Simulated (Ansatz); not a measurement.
## Electronic structure of CH₆GaN···HCl in real space

```xyz
11

Ga    0.4709   -0.2335    0.0679
Cl   -2.5463   -1.6164    1.2983
C    -0.1437    0.4540   -1.6605
N     1.1507    0.8892    1.3183
H    -1.3162   -2.0181    1.0716
H     0.4849   -1.7248    0.4791
H     0.6825    0.4139   -2.3916
H    -0.4774    1.5006   -1.5801
H    -0.9742   -0.1520   -2.0554
H     1.4910    0.5890    2.2235
H     1.1777    1.8982    1.2289
```

Not at a stationary point (largest force 0.5 eV/Å).

Computed with RKS PBE0/def2-SVP in Ansatz 0.2.0.

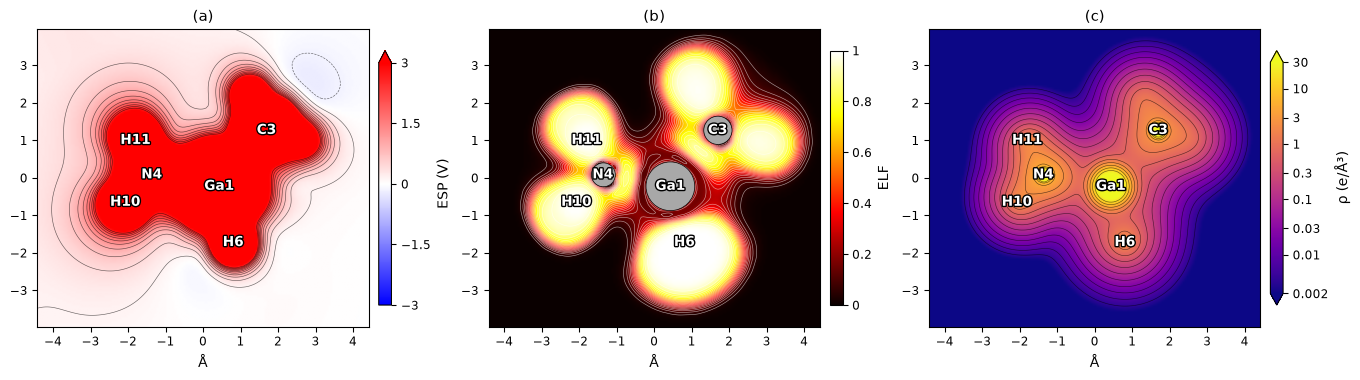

Figure 1. (a) electrostatic potential; (b) ELF; (c) electron density on the plane of atoms N4, Ga1 and H6. Grey discs cover the atomic cores in the ELF map.

Question: What does the map show?

Answer: Atoms in the plane: Ga, C, N and H. Ga–N (1.81 Å): ρ is about 0.91 e/Å³ halfway; the ELF peaks at about 0.90 in the valence shell of N, 0.6 Å from its nucleus, and is about 0.35 at the midpoint. C–Ga (1.96 Å): ρ is about 0.8 e/Å³ halfway; the ELF peaks at about 0.90 in the valence shell of C, 0.7 Å from its nucleus, and is about 0.60 at the midpoint. N–H (1.01 Å): ρ is about 2.8 e/Å³ halfway; the ELF climbs to about 1 towards the hydrogen, as it does in any bond to H; a covalent bond by its length. Ga–H (1.55 Å): ρ at the midpoint is about 1 e/Å³; the ELF climbs to about 1 towards the hydrogen. The potential has no marked negative region in this plane.

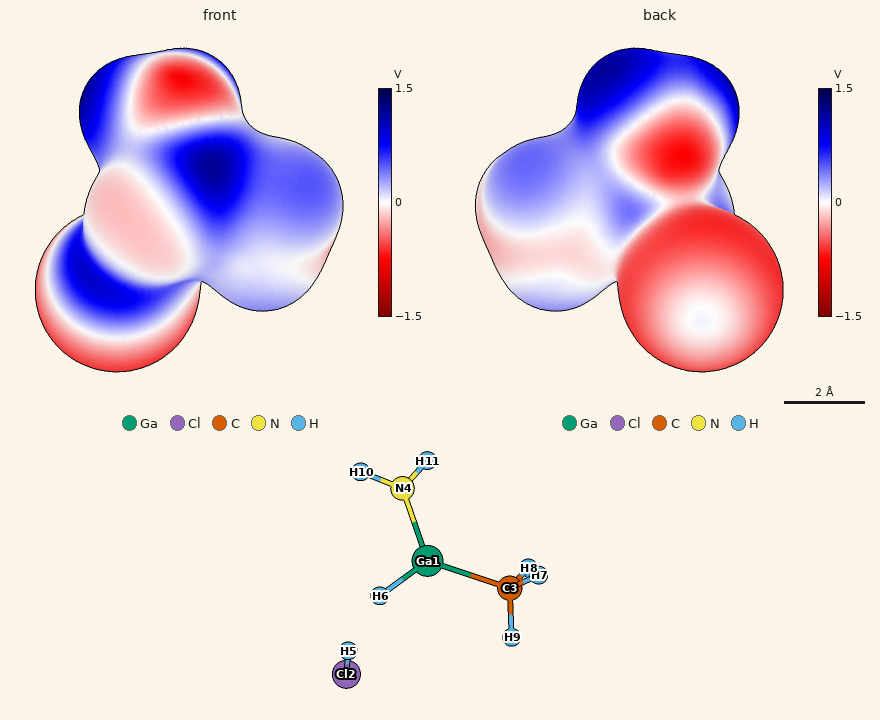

Figure 2. The electrostatic potential painted on the density surface at 0.001 e/bohr³, seen from the front and from behind; red is negative and blue positive. The bare structure is drawn below in the same view.

Question: Describe the electrostatic potential map.

Answer: The most negative region (about −0.7 V) lies over N4, the most positive (about +1.1 V) over Ga1, H10 and H11.

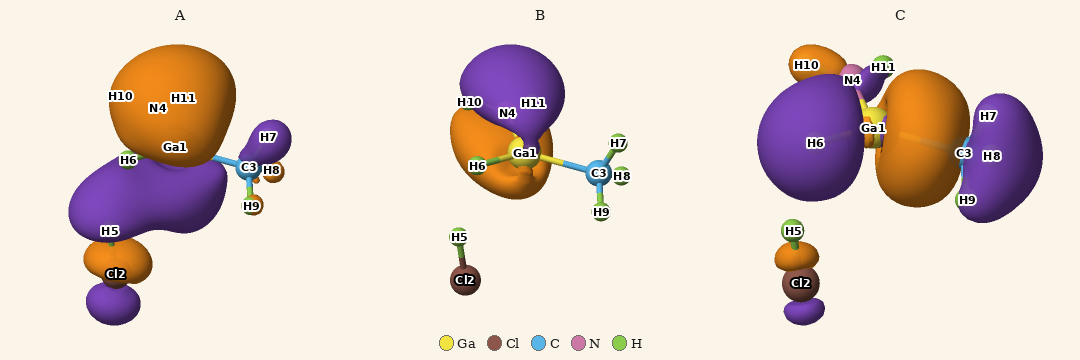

Figure 3. Three frontier orbitals at ±0.08 Å⁻³ᐟ² (orange and purple are the two phases), in no order.

Question: Which picture is the HOMO−1, the HOMO and the LUMO?

Answer: C is the HOMO−1 (−8.15 eV). By Hirshfeld shares it lies mainly on C3 (about 35 %), Ga1 (about 25 %) and H6 (about 20 %). B is the HOMO (−7.18 eV). It lies mainly on N4 (about 75 %) and Ga1 (about 15 %); largely a lone pair of N4. A is the LUMO (−0.28 eV). It lies mainly on Ga1 (about 55 %), Cl2 (about 10 %), N4 (about 10 %), H5 (about 5 %) and H6 (about 5 %).

Question: What is the HOMO–LUMO gap?

Answer: 6.90 eV between the orbital energies.

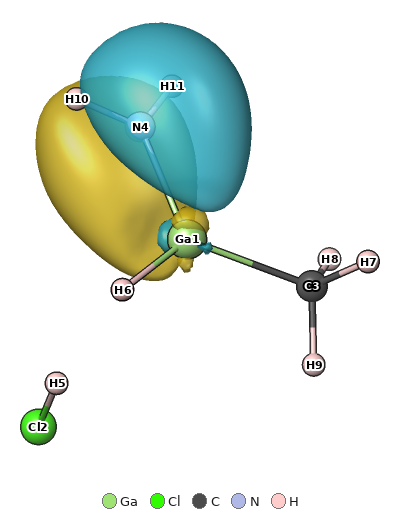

Figure 4. One frontier orbital at ±0.1 Å⁻³ᐟ² (yellow and cyan are the two phases), seen across its widest extent.

Question: Which orbital is it: HOMO or LUMO?

Answer: The HOMO, at −7.18 eV. Its weight (Hirshfeld) is mainly on N4 (about 75 %) and Ga1 (about 15 %); largely a lone pair of N4.
